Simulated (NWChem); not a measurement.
Single-point calculation of Si2H2OF2 (charge +1) (part 3 of 3)

Continued. System: Si2H2OF2, charge +1, multiplicity 2. Method: HF/3-21G, UHF (NWChem 7.3.0). The geometry is that of the parent species in another charge or spin state. The geometry comes from this level: PBE0-D4/def2-TZVP.

Geometry of the input (Å):
```
F  0.4242  -1.6121  1.6938
Si 0.0379  -1.0260  0.2801
F  -0.1942  -2.2880  -0.6391
O  1.1035  0.0779  -0.3221
Si -0.3048  1.0586  -0.2328
H  -0.2023  2.1888  0.7200
H  -0.8028  1.5328  -1.5455
```

What the program printed, continued:
```
 Vector   19  Occ=1.000000D+00  E=-9.170569D-01
              MO Center=  2.8D-01, -1.4D+00,  3.1D-01, r^2= 2.9D+00
   Bfn.  Coefficient  Atom+Function         Bfn.  Coefficient  Atom+Function
  ----- ------------  ---------------      ----- ------------  ---------------
    30      0.298262  3 F  py                26      0.281455  3 F  py
    18     -0.259099  2 Si pz                 8     -0.233567  1 F  py
    40     -0.230330  4 O  pz                 4     -0.216903  1 F  py
    36     -0.202910  4 O  pz                 9      0.194929  1 F  pz
     5      0.188478  1 F  pz

 Vector   20  Occ=1.000000D+00  E=-9.109975D-01
              MO Center=  2.1D-01, -1.4D+00,  3.5D-01, r^2= 2.7D+00
   Bfn.  Coefficient  Atom+Function         Bfn.  Coefficient  Atom+Function
  ----- ------------  ---------------      ----- ------------  ---------------
    31      0.310174  3 F  pz                27      0.290632  3 F  pz
     8     -0.262927  1 F  py                19     -0.243382  2 Si s
     4     -0.239011  1 F  py                17     -0.228151  2 Si py
    37      0.221969  4 O  s                 21     -0.199055  2 Si py
     9     -0.174373  1 F  pz                50      0.173651  5 Si s

 Vector   21  Occ=1.000000D+00  E=-8.858769D-01
              MO Center=  2.0D-02, -1.5D+00,  4.1D-01, r^2= 3.4D+00
   Bfn.  Coefficient  Atom+Function         Bfn.  Coefficient  Atom+Function
  ----- ------------  ---------------      ----- ------------  ---------------
    29      0.362826  3 F  px                 7      0.337738  1 F  px
    25      0.329959  3 F  px                 3      0.306632  1 F  px
    50      0.168504  5 Si s

 Vector   22  Occ=1.000000D+00  E=-8.488403D-01
              MO Center=  2.9D-01, -1.5D+00,  3.6D-01, r^2= 2.8D+00
   Bfn.  Coefficient  Atom+Function         Bfn.  Coefficient  Atom+Function
  ----- ------------  ---------------      ----- ------------  ---------------
     7      0.382535  1 F  px                 3      0.325829  1 F  px
    29     -0.296056  3 F  px                25     -0.251722  3 F  px
    31      0.232081  3 F  pz                40      0.224093  4 O  pz
    27      0.199584  3 F  pz                36      0.182109  4 O  pz

 Vector   23  Occ=1.000000D+00  E=-8.475885D-01
              MO Center=  2.1D-01, -1.5D+00,  3.7D-01, r^2= 3.0D+00
   Bfn.  Coefficient  Atom+Function         Bfn.  Coefficient  Atom+Function
  ----- ------------  ---------------      ----- ------------  ---------------
     9      0.331706  1 F  pz                29      0.320483  3 F  px
     5      0.282723  1 F  pz                25      0.278067  3 F  px
    31      0.221369  3 F  pz                40      0.200983  4 O  pz
    27      0.193048  3 F  pz                36      0.181101  4 O  pz
     7     -0.173882  1 F  px                 3     -0.151956  1 F  px

 Vector   24  Occ=1.000000D+00  E=-8.356528D-01
              MO Center=  3.3D-01, -5.0D-01,  5.5D-02, r^2= 3.8D+00
   Bfn.  Coefficient  Atom+Function         Bfn.  Coefficient  Atom+Function
  ----- ------------  ---------------      ----- ------------  ---------------
    39      0.377265  4 O  py                35      0.299041  4 O  py
     8      0.236712  1 F  py                30      0.237098  3 F  py
     4      0.209038  1 F  py                26      0.208200  3 F  py
    50     -0.177673  5 Si s

 Vector   25  Occ=1.000000D+00  E=-8.351274D-01
              MO Center=  3.6D-01, -1.1D+00,  2.1D-01, r^2= 3.3D+00
   Bfn.  Coefficient  Atom+Function         Bfn.  Coefficient  Atom+Function
  ----- ------------  ---------------      ----- ------------  ---------------
     8      0.306166  1 F  py                40     -0.303072  4 O  pz
    31      0.284971  3 F  pz                 4      0.271515  1 F  py
    36     -0.256057  4 O  pz                27      0.254655  3 F  pz
    30     -0.197845  3 F  py                26     -0.174208  3 F  py

 Vector   26  Occ=1.000000D+00  E=-7.686129D-01
              MO Center=  1.9D-01,  1.8D-01, -1.1D-01, r^2= 3.4D+00
   Bfn.  Coefficient  Atom+Function         Bfn.  Coefficient  Atom+Function
  ----- ------------  ---------------      ----- ------------  ---------------
    48      0.356877  5 Si py                37      0.283076  4 O  s
    17     -0.264638  2 Si py                38      0.216599  4 O  px
    34      0.188413  4 O  px                15     -0.183805  2 Si s
     8      0.163474  1 F  py                44     -0.161060  5 Si py
    30      0.157093  3 F  py

 Vector   27  Occ=1.000000D+00  E=-7.223550D-01
              MO Center= -1.8D-01,  1.3D+00, -3.5D-01, r^2= 2.6D+00
   Bfn.  Coefficient  Atom+Function         Bfn.  Coefficient  Atom+Function
  ----- ------------  ---------------      ----- ------------  ---------------
    49      0.326996  5 Si pz                55      0.319986  6 H  s
    57     -0.320057  7 H  s                 40     -0.271135  4 O  pz
    36     -0.211097  4 O  pz                54      0.202874  6 H  s
    56     -0.202925  7 H  s                 45     -0.152996  5 Si pz

 Vector   28  Occ=0.000000D+00  E=-2.958969D-01
              MO Center=  1.6D-01,  1.1D-01, -8.2D-02, r^2= 2.8D+00
   Bfn.  Coefficient  Atom+Function         Bfn.  Coefficient  Atom+Function
  ----- ------------  ---------------      ----- ------------  ---------------
    38      0.450281  4 O  px                50      0.397346  5 Si s
    34      0.283990  4 O  px                16     -0.237179  2 Si px
    19      0.221468  2 Si s                 47     -0.214947  5 Si px
    52     -0.205510  5 Si py                51     -0.174306  5 Si px

 Vector   29  Occ=0.000000D+00  E=-1.400840D-01
              MO Center= -5.0D-01,  2.9D-01,  4.1D-02, r^2= 4.0D+00
   Bfn.  Coefficient  Atom+Function         Bfn.  Coefficient  Atom+Function
  ----- ------------  ---------------      ----- ------------  ---------------
    19      0.980913  2 Si s                 51      0.621542  5 Si px
    50     -0.563158  5 Si s                 20     -0.315674  2 Si px
    52      0.315489  5 Si py                37     -0.300007  4 O  s
    53     -0.256129  5 Si pz                47      0.227060  5 Si px
    21      0.225672  2 Si py                16     -0.196801  2 Si px

 Vector   30  Occ=0.000000D+00  E=-6.326834D-02
              MO Center= -1.4D-01,  4.2D-01, -9.3D-02, r^2= 4.7D+00
   Bfn.  Coefficient  Atom+Function         Bfn.  Coefficient  Atom+Function
  ----- ------------  ---------------      ----- ------------  ---------------
    52      1.010444  5 Si py                19      0.861872  2 Si s
    50     -0.860906  5 Si s                 37      0.668472  4 O  s
    51     -0.652630  5 Si px                20     -0.489252  2 Si px
    21      0.296363  2 Si py                38     -0.295461  4 O  px
    42      0.167612  5 Si s                 46     -0.163525  5 Si s

 Vector   31  Occ=0.000000D+00  E=-6.299208D-02
              MO Center= -1.8D-01,  1.6D-01, -5.1D-03, r^2= 4.2D+00
   Bfn.  Coefficient  Atom+Function         Bfn.  Coefficient  Atom+Function
  ----- ------------  ---------------      ----- ------------  ---------------
    53      0.913662  5 Si pz                55     -0.755468  6 H  s
    57      0.755908  7 H  s                 22      0.395463  2 Si pz
    40     -0.287338  4 O  pz                52      0.262097  5 Si py
     6     -0.248528  1 F  s                 28      0.248848  3 F  s
    51      0.243656  5 Si px                18      0.233880  2 Si pz

 Vector   32  Occ=0.000000D+00  E= 1.330411D-02
              MO Center= -2.7D-01,  1.5D+00, -3.8D-01, r^2= 4.3D+00
   Bfn.  Coefficient  Atom+Function         Bfn.  Coefficient  Atom+Function
  ----- ------------  ---------------      ----- ------------  ---------------
    52      1.368711  5 Si py                55     -1.145349  6 H  s
    57     -1.145143  7 H  s                 50      0.918567  5 Si s
    19      0.912607  2 Si s                 53     -0.324830  5 Si pz
    51     -0.269242  5 Si px                46      0.222353  5 Si s
    37     -0.171331  4 O  s                 20      0.161752  2 Si px

 Vector   33  Occ=0.000000D+00  E= 4.584770D-02
              MO Center=  7.1D-01, -9.3D-01,  7.4D-02, r^2= 4.4D+00
   Bfn.  Coefficient  Atom+Function         Bfn.  Coefficient  Atom+Function
  ----- ------------  ---------------      ----- ------------  ---------------
    19      0.686015  2 Si s                 20      0.649257  2 Si px
    21     -0.485299  2 Si py                52     -0.475618  5 Si py
    51     -0.381888  5 Si px                 6     -0.373038  1 F  s
    28     -0.373118  3 F  s                 55      0.359029  6 H  s
    57      0.359217  7 H  s                 39      0.340989  4 O  py

 Vector   34  Occ=0.000000D+00  E= 8.929826D-02
              MO Center= -3.9D-01, -3.1D-01,  1.9D-01, r^2= 6.3D+00
   Bfn.  Coefficient  Atom+Function         Bfn.  Coefficient  Atom+Function
  ----- ------------  ---------------      ----- ------------  ---------------
    21      1.237622  2 Si py                52      1.242570  5 Si py
    50     -1.159112  5 Si s                 19      0.840827  2 Si s
    20      0.525307  2 Si px                22     -0.497985  2 Si pz
    17      0.381508  2 Si py                51     -0.364447  5 Si px
    15      0.349747  2 Si s                 48     -0.330390  5 Si py

 Vector   35  Occ=0.000000D+00  E= 1.384047D-01
              MO Center= -1.1D-01,  1.7D-02,  1.8D-02, r^2= 5.2D+00
   Bfn.  Coefficient  Atom+Function         Bfn.  Coefficient  Atom+Function
  ----- ------------  ---------------      ----- ------------  ---------------
    53      1.188546  5 Si pz                22     -1.067425  2 Si pz
    55     -0.962098  6 H  s                 57      0.961677  7 H  s
    49      0.495642  5 Si pz                 6      0.441269  1 F  s
    28     -0.441224  3 F  s                 52      0.343946  5 Si py
    51      0.315115  5 Si px                21     -0.309397  2 Si py

 Vector   36  Occ=0.000000D+00  E= 1.857995D-01
              MO Center= -5.7D-01,  2.2D-01,  8.0D-02, r^2= 4.2D+00
   Bfn.  Coefficient  Atom+Function         Bfn.  Coefficient  Atom+Function
  ----- ------------  ---------------      ----- ------------  ---------------
    46      1.320528  5 Si s                 50     -1.261305  5 Si s
    15      0.766559  2 Si s                 21     -0.678573  2 Si py
    19     -0.609677  2 Si s                 16     -0.531246  2 Si px
    20      0.405299  2 Si px                37      0.350430  4 O  s
    17      0.307085  2 Si py                47     -0.287553  5 Si px

 Vector   37  Occ=0.000000D+00  E= 2.300499D-01
              MO Center= -2.7D-01,  9.0D-01, -2.0D-01, r^2= 4.4D+00
   Bfn.  Coefficient  Atom+Function         Bfn.  Coefficient  Atom+Function
  ----- ------------  ---------------      ----- ------------  ---------------
    53      1.479192  5 Si pz                49     -1.066350  5 Si pz
    52      0.428141  5 Si py                18     -0.399172  2 Si pz
    51      0.392131  5 Si px                48     -0.308800  5 Si py
    22     -0.301233  2 Si pz                47     -0.282716  5 Si px
    45      0.255538  5 Si pz                55     -0.209318  6 H  s

 Vector   38  Occ=0.000000D+00  E= 2.472134D-01
              MO Center= -5.1D-02,  3.8D-01, -1.0D-01, r^2= 6.3D+00
   Bfn.  Coefficient  Atom+Function         Bfn.  Coefficient  Atom+Function
  ----- ------------  ---------------      ----- ------------  ---------------
    50      1.416670  5 Si s                 21     -1.240041  2 Si py
    48     -1.042641  5 Si py                52      0.475425  5 Si py
    19     -0.463751  2 Si s                 46     -0.451492  5 Si s
    22      0.373762  2 Si pz                49      0.345532  5 Si pz
    51      0.346366  5 Si px                44      0.256580  5 Si py

 Vector   39  Occ=0.000000D+00  E= 3.091997D-01
              MO Center=  4.4D-01, -1.4D-01, -8.4D-02, r^2= 4.1D+00
   Bfn.  Coefficient  Atom+Function         Bfn.  Coefficient  Atom+Function
  ----- ------------  ---------------      ----- ------------  ---------------
    19      1.142795  2 Si s                 15     -0.964684  2 Si s
    47      0.868889  5 Si px                51     -0.853535  5 Si px
    16     -0.848222  2 Si px                20      0.773168  2 Si px
    50     -0.593824  5 Si s                 52      0.396241  5 Si py
    46      0.290150  5 Si s                 22     -0.286424  2 Si pz

 Vector   40  Occ=0.000000D+00  E= 3.533882D-01
              MO Center= -6.7D-02,  3.4D-02,  6.4D-04, r^2= 4.3D+00
   Bfn.  Coefficient  Atom+Function         Bfn.  Coefficient  Atom+Function
  ----- ------------  ---------------      ----- ------------  ---------------
    19      2.536674  2 Si s                 50     -1.871546  5 Si s
    15     -1.586041  2 Si s                 21      1.021380  2 Si py
    47     -0.945141  5 Si px                52      0.690427  5 Si py
    51      0.560468  5 Si px                38     -0.380257  4 O  px
    53     -0.348253  5 Si pz                46      0.338228  5 Si s

 Vector   41  Occ=0.000000D+00  E= 3.592730D-01
              MO Center= -1.5D-01, -1.3D-01,  7.2D-02, r^2= 4.4D+00
   Bfn.  Coefficient  Atom+Function         Bfn.  Coefficient  Atom+Function
  ----- ------------  ---------------      ----- ------------  ---------------
    50      3.087990  5 Si s                 19     -2.432329  2 Si s
    46     -1.348093  5 Si s                 52     -1.286372  5 Si py
    21     -1.038317  2 Si py                16     -0.860330  2 Si px
    20      0.801443  2 Si px                15      0.743941  2 Si s
    48      0.454393  5 Si py                47     -0.403710  5 Si px

 Vector   42  Occ=0.000000D+00  E= 3.731342D-01
              MO Center=  5.1D-02, -9.9D-01,  2.7D-01, r^2= 3.7D+00
   Bfn.  Coefficient  Atom+Function         Bfn.  Coefficient  Atom+Function
  ----- ------------  ---------------      ----- ------------  ---------------
    18      1.373236  2 Si pz                22     -1.377016  2 Si pz
    53      0.803469  5 Si pz                17      0.397789  2 Si py
    21     -0.399537  2 Si py                16      0.364004  2 Si px
    20     -0.364937  2 Si px                14     -0.318276  2 Si pz
    49     -0.304458  5 Si pz                 9      0.279336  1 F  pz

 Vector   43  Occ=0.000000D+00  E= 4.076728D-01
              MO Center= -1.6D-02, -1.0D+00,  3.0D-01, r^2= 3.6D+00
   Bfn.  Coefficient  Atom+Function         Bfn.  Coefficient  Atom+Function
  ----- ------------  ---------------      ----- ------------  ---------------
    50     -1.735322  5 Si s                 21      1.603070  2 Si py
    17     -1.401478  2 Si py                19      1.158245  2 Si s
    52      0.979123  5 Si py                48     -0.572017  5 Si py
    46      0.560856  5 Si s                 18      0.427560  2 Si pz
    22     -0.425365  2 Si pz                13      0.339224  2 Si py

 Vector   44  Occ=0.000000D+00  E= 1.076815D+00
              MO Center= -5.0D-01,  1.9D+00, -4.1D-01, r^2= 2.9D+00
   Bfn.  Coefficient  Atom+Function         Bfn.  Coefficient  Atom+Function
  ----- ------------  ---------------      ----- ------------  ---------------
    55      1.411422  6 H  s                 57      1.411872  7 H  s
    50     -1.259811  5 Si s                 54     -0.961445  6 H  s
    56     -0.961814  7 H  s                 52     -0.688879  5 Si py
    46      0.275952  5 Si s                 48      0.228964  5 Si py
    53      0.161377  5 Si pz                19     -0.151157  2 Si s

 center of mass
 --------------
 x =   0.22853363 y =  -1.15088539 z =   0.25953914

 moments of inertia (a.u.)
 ------------------
         870.812106931563          24.036161200420         -42.315319861829
          24.036161200420         334.819277278192         110.225640867443
         -42.315319861829         110.225640867443         716.724555024755

  Mulliken analysis of the total density
  --------------------------------------

    Atom       Charge   Shell Charges
 -----------   ------   -------------------------------------------------------
    1 F    9     9.43   1.98  0.45  2.45  1.54  3.01
    2 Si  14    12.33   2.00  1.97  5.87  0.73  1.29  0.17  0.30
    3 F    9     9.43   1.98  0.45  2.45  1.54  3.01
    4 O    8     8.63   1.99  0.42  2.04  1.55  2.63
    5 Si  14    13.07   2.00  1.97  5.87  0.79  1.55  0.49  0.41
    6 H    1     1.05   0.41  0.64
    7 H    1     1.05   0.41  0.64

  Mulliken analysis of the alpha density
  --------------------------------------

    Atom       Charge   Shell Charges
 -----------   ------   -------------------------------------------------------
    1 F    9     4.72   0.99  0.22  1.23  0.77  1.51
    2 Si  14     6.22   1.00  0.98  2.93  0.36  0.67  0.11  0.17
    3 F    9     4.72   0.99  0.22  1.23  0.77  1.51
    4 O    8     4.65   0.99  0.22  1.20  0.77  1.47
    5 Si  14     6.63   1.00  0.99  2.94  0.39  0.81  0.27  0.25
    6 H    1     0.52   0.20  0.32
    7 H    1     0.52   0.20  0.32

   Mulliken analysis of the beta density
   -------------------------------------

    Atom       Charge   Shell Charges
 -----------   ------   -------------------------------------------------------
    1 F    9     4.71   0.99  0.22  1.22  0.77  1.50
    2 Si  14     6.10   1.00  0.98  2.93  0.37  0.62  0.05  0.14
    3 F    9     4.71   0.99  0.22  1.22  0.77  1.50
    4 O    8     3.98   0.99  0.20  0.84  0.78  1.16
    5 Si  14     6.44   1.00  0.99  2.93  0.40  0.74  0.22  0.16
    6 H    1     0.53   0.20  0.32
    7 H    1     0.53   0.20  0.32

   Mulliken analysis of the spin density
   -------------------------------------

    Atom       Charge   Shell Charges
 -----------   ------   -------------------------------------------------------
    1 F    9     0.01   0.00  0.00  0.01 -0.00  0.00
    2 Si  14     0.12  -0.00 -0.00  0.00 -0.02  0.05  0.06  0.03
    3 F    9     0.01   0.00  0.00  0.01 -0.00  0.00
    4 O    8     0.67  -0.00  0.01  0.36 -0.01  0.31
    5 Si  14     0.19  -0.00 -0.00  0.00 -0.01  0.07  0.05  0.08
    6 H    1    -0.00   0.00 -0.00
    7 H    1    -0.00   0.00 -0.00

       Multipole analysis of the density wrt the origin
       ------------------------------------------------

     L   x y z        total         alpha         beta         nuclear
     -   - - -        -----         -----         ----         -------
     0   0 0 0      1.000000    -28.000000    -27.000000     56.000000

     1   1 0 0     -1.036129     -6.813634     -5.856215     11.633720
     1   0 1 0      1.269796     29.228542     29.299385    -57.258131
     1   0 0 1     -0.106395     -6.289329     -6.576874     12.759808

     2   2 0 0    -26.190023    -40.292100    -34.845777     48.947853
     2   1 1 0     -0.804542     14.019446     14.469408    -29.293395
     2   1 0 1     -0.959588    -12.272478    -13.603162     24.916053
     2   0 2 0    -27.200026   -207.536247   -205.765473    386.101694
     2   0 1 1     -0.829055     35.262271     34.908975    -71.000302
     2   0 0 2    -30.245228    -78.490606    -77.065942    125.311320

 Task  times  cpu:        3.4s     wall:        3.4s
 Total times  cpu:        3.4s     wall:        3.4s
```

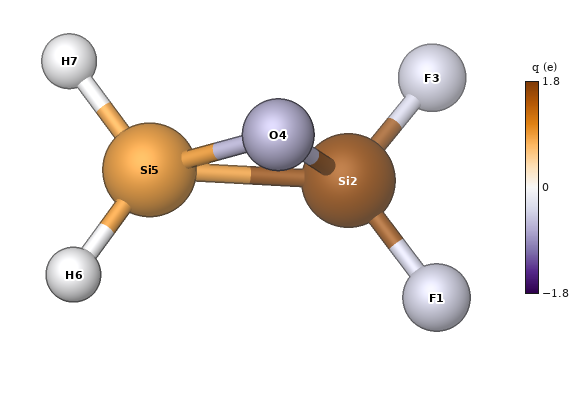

Fig. 1: Mulliken charges, as the colour of each atom (ball-and-stick view, seen at a tilt; atoms are numbered from 1 in the order of the input). By element: F −0.43, Si +0.93 to +1.67, O −0.63 and H −0.05 e.

Key numbers:

| quantity | value |
| --- | --- |
| outcome | converged |
| total energy | −847.982806 hartree |
| basis functions | 57 |
| ⟨S²⟩ | 0.768 |
| SCF solution under orbital rotations | stable |
| hardware | 1 thread of AMD EPYC (Zen 5), 32 GiB of memory available, shared host |
| wall time | 3.9 s |
| peak memory | 0.1 GiB |
